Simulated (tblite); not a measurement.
## Run report: CH$_{6}$GeN, energy and gradient calculation

- system: CH$_{6}$GeN, multiplicity 2, SMILES C[NH][GeH2]
- method: GFN1-xTB, U-SCC (tblite 0.8.0)

The geometry comes from this level: GFN2-xTB.

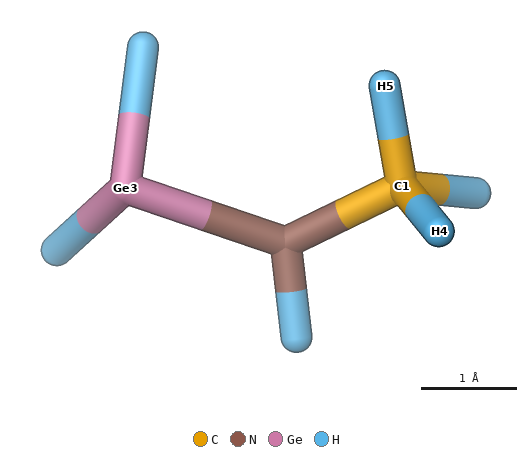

**Figure 1.** The input geometry (stick view, seen at a tilt; atoms are numbered from 1 in the order of the input). Sticks mark near contacts. Bond lengths as drawn: C–H 1.09 to 1.10 Å, C–N 1.44 Å, Ge–H 1.57 Å, Ge–N 1.85 Å and H–N 1.01 Å.

The input (script.py)
```python
"""GFN1-xTB energy and gradient"""
import json
import numpy as np
from tblite.interface import Calculator
from tblite.interface import symbols_to_numbers

symbols = list(map(str, np.loadtxt("input.xyz", skiprows=2, usecols=0, dtype=str, ndmin=1)))
numbers = np.array(symbols_to_numbers(symbols))
positions = np.loadtxt("input.xyz", skiprows=2, usecols=(1, 2, 3), ndmin=2) / 0.529177210903

xtb = Calculator("GFN1-xTB", numbers, positions, charge=0, uhf=1)
xtb.set("accuracy", 0.1)
xtb.add("spin-polarization", 1.0)
result = xtb.singlepoint()

print(f"Energy: {result.get('energy') * 2625.4996:.8f} kJ/mol")
eps = np.atleast_2d(result.get("orbital-energies")) * 27.211386
occ = np.atleast_2d(result.get("orbital-occupations"))
filled = occ.sum(axis=0) if eps.shape[0] == 1 else occ[0]
homo = np.nonzero(filled > 0.5)[0].max()
print("  MO   occupation   energy/eV")
for i in range(max(0, homo - 4), min(eps.shape[1], homo + 5)):
    print(f"{i + 1:4d} {filled[i]:10.4f} {eps[0, i]:12.4f}")
mu = result.get("dipole") * 2.541746
print(f"Dipole moment: {np.linalg.norm(mu):.4f} D, components " + " ".join(f"{c:.4f}" for c in mu))
q = result.get("charges")
g = result.get("gradient")
print("atom     charge      dE/dx        dE/dy        dE/dz   (Eh/bohr)")
for i, s in enumerate(symbols):
    print(f"{s:<2}{i + 1:<3} {q[i]:9.4f} {g[i, 0]:12.7f} {g[i, 1]:12.7f} {g[i, 2]:12.7f}")
print(f"gradient norm {np.linalg.norm(g):.6f} Eh/bohr")
out = {k: np.asarray(result.get(k)).tolist() for k in ("energy", "gradient", "charges", "dipole", "orbital-energies", "orbital-occupations")}
out.update(symbols=symbols, positions=(positions * 0.529177210903).tolist())
json.dump(out, open("results.json", "w"))
```

File input.xyz
```
9
start geometry
C     -0.647850     0.873880    -0.544520
N     -0.076630    -0.424340    -0.309160
Ge     1.412870    -0.742890     0.732670
H     -0.251580     1.357180    -1.444690
H     -0.434870     1.507660     0.315650
H     -1.732600     0.793100    -0.656770
H     -0.205790    -1.028090    -1.110390
H      1.091530    -2.257270     0.980820
H      0.844900    -0.079230     2.036410
```

Run as:
```bash
python script.py
```

Log
```
------------------------------------------------------------
  cycle        total energy    energy error   density error
------------------------------------------------------------
      1     -9.958857060222  -1.0049628E+01   3.7067697E-01
      2     -10.05942293249  -1.0056587E-01   1.9699947E-01
      3     -10.10203714870  -4.2614216E-02   1.6170537E-01
      4     -10.15247331574  -5.0436167E-02   1.7109186E-02
      5     -10.15283629213  -3.6297639E-04   6.2952463E-03
      6     -10.15286448590  -2.8193779E-05   3.2264964E-03
      7     -10.15289194095  -2.7455044E-05   1.3300823E-03
      8     -10.15289111289   8.2806245E-07   6.2271886E-04
      9     -10.15289275575  -1.6428685E-06   2.8254874E-04
     10     -10.15289283166  -7.5904220E-08   4.8468469E-05
     11     -10.15289283072   9.4262731E-10   2.8602165E-05
     12     -10.15289283469  -3.9726196E-09   5.0771445E-06
     13     -10.15289283470  -1.3201884E-11   1.9087842E-06
------------------------------------------------------------

 total:                                   0.044 sec
Energy: -26656.41607635 kJ/mol
  MO   occupation   energy/eV
   6     1.0000     -14.0963
   7     1.0000     -12.7738
   8     1.0000     -12.5375
   9     1.0000     -11.6822
  10     1.0000      -9.9211
  11     0.0000      -6.1641
  12     0.0000      -5.6796
  13     0.0000      -5.2562
  14     0.0000      -4.7804
Dipole moment: 2.9289 D, components -0.8259 1.0143 -2.6206
atom     charge      dE/dx        dE/dy        dE/dz   (Eh/bohr)
C 1      0.0718    0.0017662   -0.0078974    0.0010692
N 2     -0.3874    0.0068569    0.0082777    0.0057320
Ge3      0.1464    0.0042808    0.0075369   -0.0163530
H 4      0.0221   -0.0006691    0.0008661    0.0002371
H 5      0.0326    0.0007132   -0.0031180   -0.0009731
H 6      0.0288   -0.0003130    0.0009298    0.0001050
H 7      0.2022   -0.0008991   -0.0011011    0.0011324
H 8     -0.0584   -0.0047867   -0.0105024    0.0009959
H 9     -0.0581   -0.0069491    0.0050084    0.0080544
gradient norm 0.029099 Eh/bohr
```

Summary

| quantity | value |
| --- | --- |
| outcome | converged |
| total energy | −10.152893 hartree |
| basis functions | 29 |
| largest force | 0.952 eV/Å |
| dipole moment | 2.93 D |
| hardware | 1 thread of Intel Xeon @ 2.50GHz (Skylake/Cascade Lake), 189 GiB of memory available, shared host |
| wall time | 0.74 s |
| peak memory | 0.065 GiB |
